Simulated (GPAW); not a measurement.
**Optical response of TiC**

Aim: the dielectric function of TiC, and the optical constants that follow from it. The cell comes from an older database entry, whose edges can differ from later determinations, mostly by under a per cent.

Method: DFT, PBE, plane-wave PAW (GPAW data sets), scalar-relativistic, RPA, optical limit, in GPAW 26.7.0.

The database entry behind the starting cell differs from later determinations by our own check (0.1 to 0.3 % short, probably kX units), so it need not match the best structure at ambient conditions.

## (1) The structure

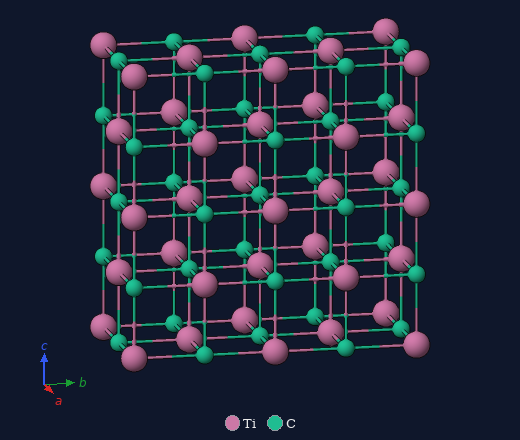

The cell as given, slightly off an axis (titanium pink, carbon teal). 1×2×2 cells are drawn. This picture shows the conventional cell, with its axes. Some periodic images of atoms are drawn too.

As a file:

```cif
data_structure
_symmetry_space_group_name_H-M 'P 1'
_symmetry_Int_Tables_number 1
_cell_length_a 3.0537
_cell_length_b 3.0537
_cell_length_c 3.0537
_cell_angle_alpha 60.000
_cell_angle_beta 60.000
_cell_angle_gamma 60.000
_cell_volume 20.14
loop_
_atom_site_label
_atom_site_type_symbol
_atom_site_fract_x
_atom_site_fract_y
_atom_site_fract_z
_atom_site_occupancy
Ti1 Ti 0.00000 0.00000 0.00000 1
C2 C 0.50000 0.50000 0.50000 1
```

## (2) Dielectric function, RPA

Transitions between filled and empty bands, summed over the zone, give the optical response, so mesh, band count and broadening shape it.

The induced potential is part of this response.

Contents of df.py:

```python
from gpaw.response.df import DielectricFunction

df = DielectricFunction('full.gpw', frequencies={'type': 'nonlinear', 'domega0': 0.03, 'omega2': 8},
                        ecut=50,
                        eta=0.15,
                        nbands=21,
                        rate=0.05,
                        txt='df.txt')
for direction in ['x']:
    df.get_dielectric_function(xc='RPA', direction=direction, filename=f'df_{direction}.csv')
```

The run is started by

```sh
> OMP_NUM_THREADS=1 python df.py
```

Output:

```text
Using integrator: PointIntegrator
NonLinearFrequencyDescriptor(from 0.000 to 89.957 eV, 531 points)
Nonperiodic BCs:  [False False False]
Using integrator: PointIntegrator
NonLinearFrequencyDescriptor(from 0.000 to 89.957 eV, 531 points)
Nonperiodic BCs:  [False False False]
Using integrator: PointIntegrator

Calculating chi0 body with:
    Ground state adapter containing:
    Number of spins: 1
    Number of kpoints: 8000
    Number of irreducible kpoints: 256
    Number of completely occupied states: 5
    Number of partially occupied states: 9

    Linear response parametrization:
    q_c: [0.0, 0.0, 0.0]
    Number of frequency points: 531
    Planewave cutoff: 50.0
    Number of bands: 21
    Number of planewaves: 15
    Broadening (eta): 0.15

Integrating chi0 body.

Symmetries of q_c:
    Direct symmetries (Uq -> q): 48
    Indirect symmetries (TUq -> q): 0
In total 48 allowed symmetries.

256 groups of equivalent kpoints. 96.8% reduction.

Integral kind: spectral function

Calculating chi0 optical extensions with:
    Ground state adapter containing:
    Number of spins: 1
    Number of kpoints: 8000
    Number of irreducible kpoints: 256
    Number of completely occupied states: 5
    Number of partially occupied states: 9

    Linear response parametrization:
    Number of frequency points: 531
    Planewave cutoff: 50.0
    Number of bands: 21
    Number of planewaves: 15
    Broadening (eta): 0.15
Integrating chi0 head and wings.

Symmetries of q_c:
    Direct symmetries (Uq -> q): 48
    Indirect symmetries (TUq -> q): 0
In total 48 allowed symmetries.

256 groups of equivalent kpoints. 96.8% reduction.

Integral kind: spectral function wings

Calculating drude chi0 with:
    Number of frequency points:531
    Plasma frequency decay rate: 0.05 eV

    Ground state adapter containing:
    Number of spins: 1
    Number of kpoints: 8000
    Number of irreducible kpoints: 256
    Number of completely occupied states: 5
    Number of partially occupied states: 9

Symmetries of q_c:
    Direct symmetries (Uq -> q): 48
    Indirect symmetries (TUq -> q): 0
In total 48 allowed symmetries.

256 groups of equivalent kpoints. 96.8% reduction.

Integral kind: intraband
Plasma frequency:
[[2.85-0.j 0.  +0.j 0.  +0.j]
 [0.  +0.j 2.85-0.j 0.  -0.j]
 [0.  +0.j 0.  -0.j 2.85-0.j]]
```

Run time: 8.6 s. Hardware: 1 thread of AMD EPYC 9R14 (Zen 4), shared host; peak memory 0.24 GiB.

Read-outs, printed or worked out from the files:

```
main peak of the optical conductivity above 1 eV, first axis : 6.861 eV
```

Some rows of df_x.csv (energy; Re and Im without local fields; Re and Im with them):

```text
0.000000, 3321.802586, -0.000000, 3321.605699, -0.000000
0.429336, -15.472542, 39.455088, -15.525212, 39.358813
0.878195, 6.393264, 27.517859, 6.395481, 27.451494
1.347938, 7.530834, 19.393003, 7.542664, 19.371033
1.840057, 8.321932, 16.103344, 8.318616, 16.097985
2.356191, 6.393194, 14.105096, 6.391622, 14.098386
2.898142, 3.563460, 15.468749, 3.585437, 15.481953
3.467895, 2.540103, 13.047104, 2.534679, 13.075398
4.067647, 2.317632, 11.378920, 2.294693, 11.408589
4.699832, 1.975266, 10.796492, 1.948530, 10.818489
5.367152, -1.224890, 10.697418, -1.269971, 10.696255
6.072622, -1.587583, 7.361436, -1.538374, 7.351418
6.819608, -1.093203, 9.378132, -0.944570, 9.482513
7.611886, -2.369142, 5.550030, -2.377390, 5.740166
8.453705, -1.495097, 4.299483, -1.601339, 4.467297
9.349861, -2.160804, 4.087596, -2.341077, 4.285982
10.305790, -1.709912, 2.121637, -2.038774, 2.201043
11.327680, -0.279017, 1.170179, -0.601962, 1.062528
12.422601, 0.655751, 1.928735, 0.405475, 1.786863
13.598673, 0.002277, 2.634178, -0.032103, 2.325282
```

The Im ε, E ∥ x has structure finer than the step of the table below, so its rows give means over 1 eV, whole bins alone (the curve runs from 0.305 to 14.0 eV). Peaks (eV: height): 2.8: 16.7, 6.9: 9.49.

Table of Im ε, E ∥ x by photon energy; means over each step:

```tsv
photon energy (eV)	Im ε, E ∥ x
1	23.9
2	15.8
3	14.3
4	11.5
5	11.1
6	7.71
7	7.43
8	4.86
9	4.41
10	2.68
11	1.31
12	1.50
13	2.26
```

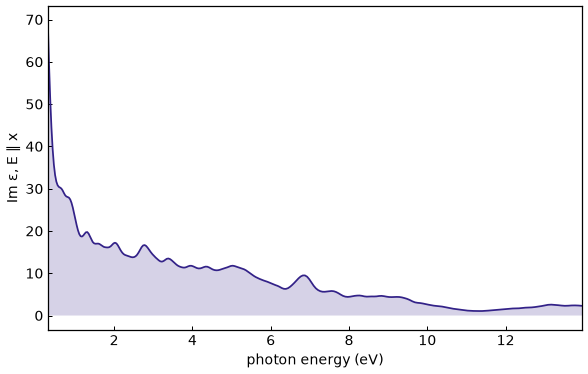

Im ε, E ∥ x against photon energy.

Re ε, E ∥ x against photon energy:

```tsv
photon energy (eV)	Re ε, E ∥ x
1	4.61
2	7.72
3	3.15
4	2.49
5	0.977
6	-1.63
7	-3.31
8	-1.77
9	-1.87
10	-2.34
11	-1.24
12	0.233
13	0.500
```

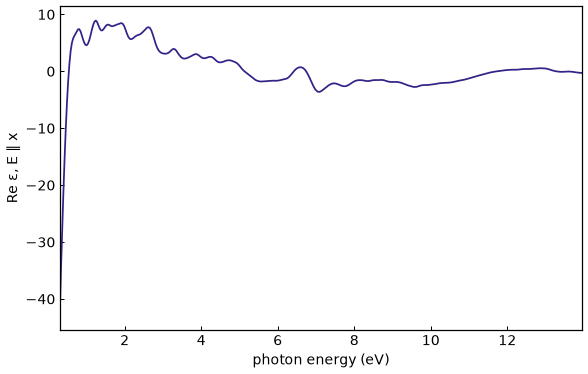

Re ε, E ∥ x, plotted against photon energy.

The reflectivity at normal incidence, E ∥ x has structure finer than the step of the table below, so its rows give means over 1 eV, whole bins alone (the curve runs from 0.305 to 14.0 eV). Peaks (eV: height): 5.4: 46.1, 7.1: 50.5, 10.6: 50.7.

Reflectivity at normal incidence, E ∥ x against photon energy; means over each step:

```tsv
photon energy (eV)	reflectivity at normal incidence, E ∥ x (%)
1	52.7
2	44.7
3	44.0
4	41.2
5	43.2
6	41.7
7	44.1
8	41.8
9	41.4
10	49.1
11	43.0
12	16.3
13	18.2
```

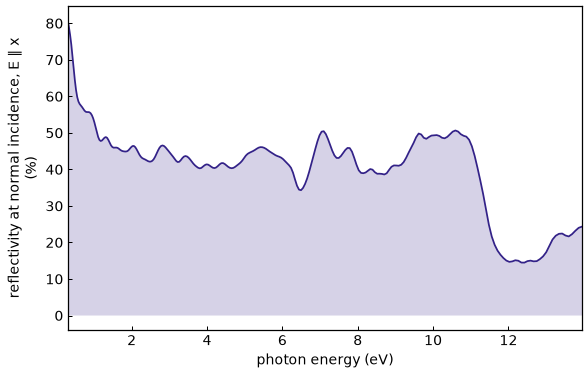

Reflectivity at normal incidence, E ∥ x against photon energy.

Values under 1 per cm are given as 1. Table of absorption coefficient, E ∥ x by photon energy:

```tsv
photon energy (eV)	absorption coefficient, E ∥ x (1/cm)
1.01	3.1e5
1.99	4.7e5
3.02	7.3e5
3.98	8.8e5
4.98	1.2e6
6.02	1.3e6
6.99	1.8e6
8.03	1.5e6
9.02	1.7e6
10.03	1.7e6
11.03	1.3e6
12.02	9.8e5
13.00	1.3e6
```

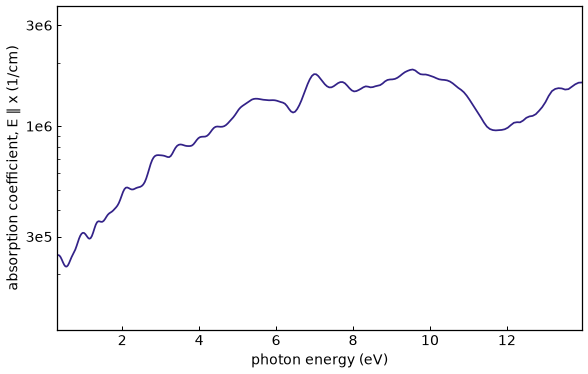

Absorption coefficient, E ∥ x, plotted against photon energy.

The Im ε, E ∥ x has structure finer than the step of the table below, so its rows give means over 1 eV, whole bins alone (the curve runs from 0.305 to 14.0 eV). Peaks (eV: height): without local fields 2.8: 16.7, 6.8: 9.38; with local fields 2.8: 16.7, 6.9: 9.49.

The Im ε, E ∥ x by photon energy; means over each step:

```tsv
photon energy (eV)	without local fields	with local fields
1	23.9	23.9
2	15.8	15.8
3	14.3	14.3
4	11.5	11.5
5	11.1	11.1
6	7.73	7.71
7	7.31	7.43
8	4.68	4.86
9	4.23	4.41
10	2.56	2.68
11	1.36	1.31
12	1.65	1.50
13	2.55	2.26
```

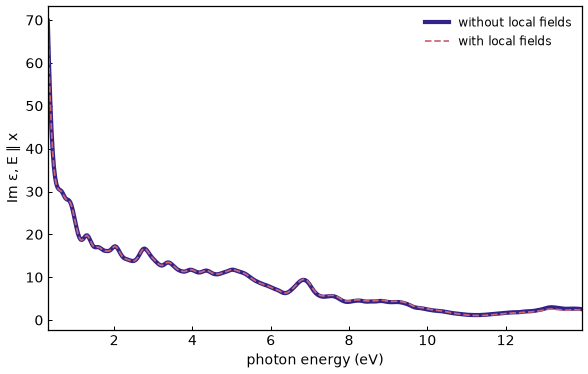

Im ε, E ∥ x, plotted against photon energy.

Optical constants at common wavelengths, from n + ik = √ε:

```tsv
wavelength (nm)	n	k	R (%)	1/α
1064	3.75	2.494	47.9	34 nm
800	3.68	2.311	46.0	28 nm
633	3.67	2.289	45.7	22 nm
532	3.31	2.143	42.8	20 nm
405	2.93	2.340	44.0	14 nm
365	2.91	2.308	43.5	13 nm
248	2.53	2.324	43.4	8.5 nm
```

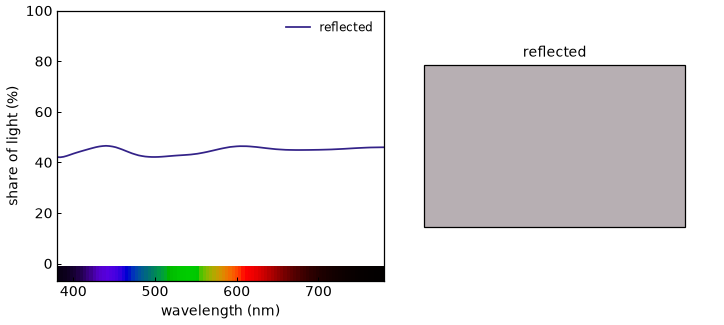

Light reflected across the visible range, with the colour that it makes of daylight (sRGB).

In reflection the computed colour is light grey: x = 0.316, y = 0.324, luminous reflectivity 44 %.

## (3) What came out

- main peak of the optical conductivity above 1 eV, first axis: 6.86 eV

**Reading.** At this level (PBE, RPA) TiC is a metal; it reflects 43 % at 550 nm. In reflection the computed colour is light grey: x = 0.316, y = 0.324, luminous reflectivity 44 %. The carriers' damping of 0.05 eV is typed, not computed; it shapes the response at the lowest energies. The sum runs over mesh points, so small or evenly spaced maxima can still be ripples of the mesh. In this version of GPAW the matrix elements of the optical limit are incomplete, which can lower ε − 1 by up to a tenth where first-row anions or d states rule, and shift it by more in d metals. GPAW's carrier term has the form −ωp²/(ω + i·rate)², which damps like twice the rate and fails at low energy, so the curves leave the lowest energies out.

[Machine, clock and banner lines and Python warnings are left out of the logs.]

[Logs are printed without paths, hosts, clocks, repeated set-up lines and the standing remarks that a program may print on its own settings, such as how far it seeks lower states.]

[Hosts, paths, dates, database ids (printed as entryN), source tags and the programs' standing remarks are cut or masked in the printed files.]
